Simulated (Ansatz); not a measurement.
# MgSe, response to strain

Start from MgSe in the rock salt structure (space group Fm-3m, No. 225; a = 5.3913 Å).

Strains are applied to the cell and any free atomic positions relax.

Calculations: LDA/PAW in Ansatz (a first-principles code), no SOC.

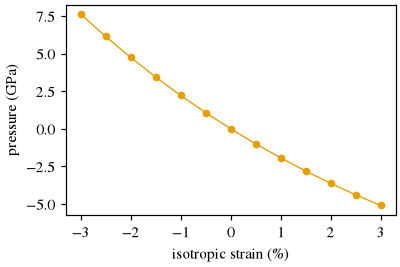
*Pressure against isotropic strain*

Task: From the plot, what is the pressure for isotropic strain +3.00 %?

Result: About -5 GPa.

Task: Is the trend monotonic over the range shown?

Result: Yes, it falls throughout, spanning -5.10 GPa to 7.63 GPa.

Whether these cells are dynamically stable was not tested.
